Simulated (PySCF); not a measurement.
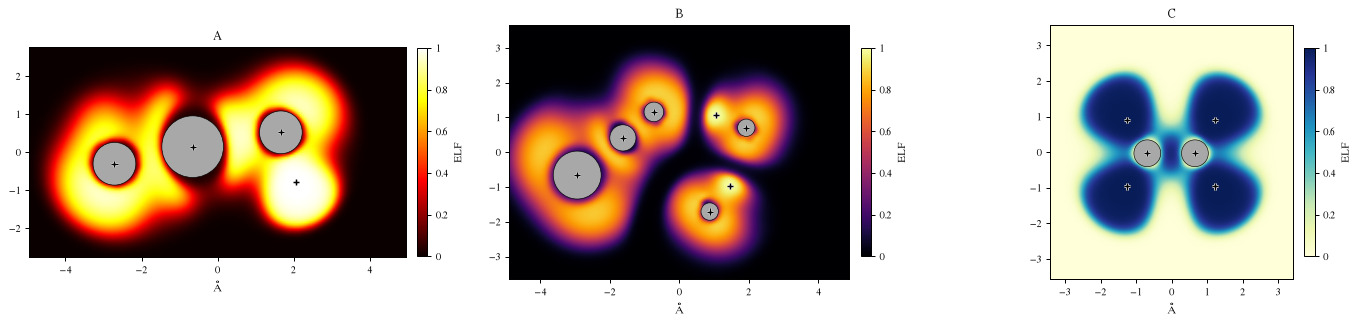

The ELF of 3 systems, each on a plane through atoms (crosses mark nuclei in the plane; grey discs cover the cores).

Theory: wB97M-D3(BJ)/def2-TZVPD, SCF density, gas phase (PySCF 2.14.0).

System 1: AlH3S2 (charge +2), the plane of atoms Al1, S4 and H5. Geometry: PBE0-D3(BJ)/def2-SVPD.

```xyz
6

Al   -0.0506   -0.1199    0.2403
S     0.7161    1.4594   -0.9227
H     1.4383    0.5956   -1.7072
S    -0.8883   -1.8109    1.6398
H    -0.7528   -1.1386    2.8322
H    -2.2262   -1.5310    1.4897
```

System 2: COSe···HF···HF (SMILES O=C=[Se].F.F), the molecular plane. Geometry: PBE0-D3(BJ)/def2-SVPD.

```xyz
7

O     0.8351   -0.6992   -0.7086
C     0.4178    0.0100    0.1136
Se   -0.1669    1.0426    1.3227
F    -0.3644   -1.7305   -2.8926
H     0.2166   -1.4783   -2.2060
F    -2.2512   -0.2915   -1.7594
H    -1.7493   -0.8462   -2.3158
```

System 3: H4P···C2H4 (SMILES [PH4+].C=C) (charge +1), the plane of atoms C7, C6 and H9. Geometry: PBE0-D3(BJ)/def2-SVPD.

```csv
atom,x (Å),y (Å),z (Å)
P,-0.0249,-0.1646,-0.0544
H,1.1779,-0.1512,0.7576
H,-0.9320,-1.1380,0.4110
H,-0.6785,1.0838,-0.0203
H,0.2707,-0.4593,-1.4009
C,3.3009,-0.0356,1.4457
C,2.5807,-0.2643,2.5504
H,3.5312,0.9803,1.1128
H,3.7380,-0.8562,0.8700
H,2.1922,0.5559,3.1603
H,2.4011,-1.2794,2.9146
```

> Which map belongs to which system?

Panel A is system 1, AlH3S2: the plane holds Al, S and H. Al–S (2.11 Å): the ELF peaks at about 0.85 in the valence shell of S, 1.0 Å from its nucleus, and is about 0.80 at the midpoint. Panel B is system 2, COSe···HF···HF: the plane holds O, C, Se, F and H. F4···H7 (1.74 Å): the ELF dips to about 0.10 between them; a closed-shell contact with the geometry of a hydrogen bond. Panel C is system 3, H4P···C2H4: the plane holds C and H. C–C (1.34 Å): the ELF peaks at about 0.95 between the atoms; a multiple bond.
